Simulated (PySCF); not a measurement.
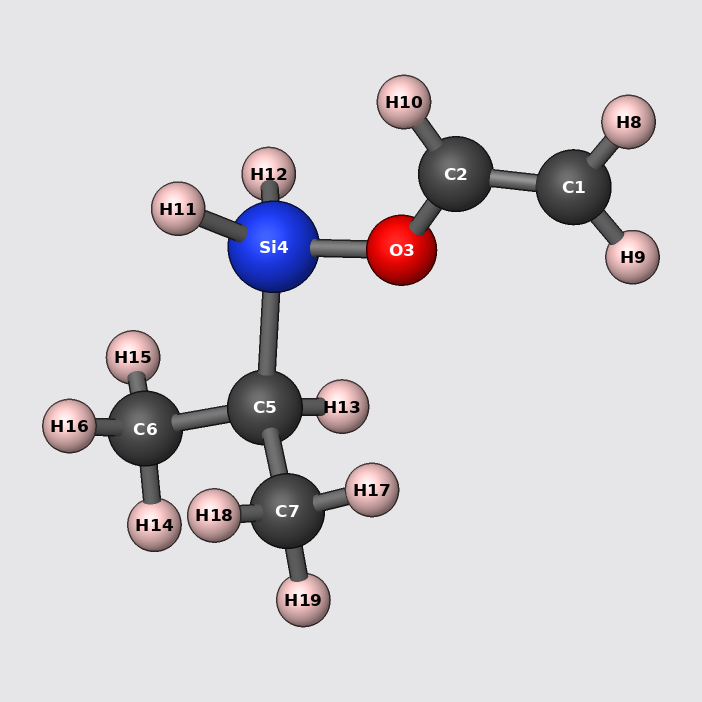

Geometry: a frame of a GFN2-xTB molecular-dynamics simulation, not a minimum. Method: GIAO PBE0/pcSseg-1 NMR shielding, non-relativistic, gas phase (PySCF 2.14.0). Principal shieldings σ11 ≤ σ22 ≤ σ33, span Ω = σ33 − σ11, skew κ = 3(σiso − σ22)/Ω.

Give the shielding tensors of the Si atoms.

| atom | σ11 | σ22 | σ33 | σiso | Ω | κ |
| --- | --- | --- | --- | --- | --- | --- |
| Si4 | 318.6 | 355.5 | 429.7 | 367.9 | 111.1 | 0.34 |

Shieldings and span in ppm.
